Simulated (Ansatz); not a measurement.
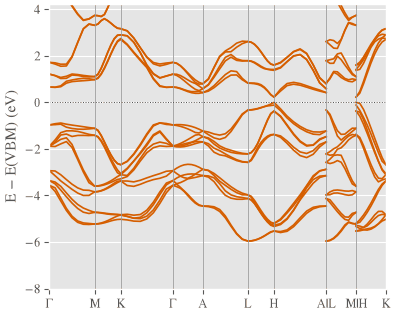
Fig. 1. Band structure from the program Ansatz at the r²SCAN+D4 with spin–orbit coupling level (PAW)

The gap is 0.22 eV; an edge lies off the plotted path or next to a special point (maximum on the H–K line, 5 % of the way from H, minimum at H).

The material is Te (trigonal Se type, P3_121).

Symmetry was held in the r²SCAN+D4 relaxation; phonons on a q-mesh show no instability.

Potentials: the later of the program's two PAW sets.
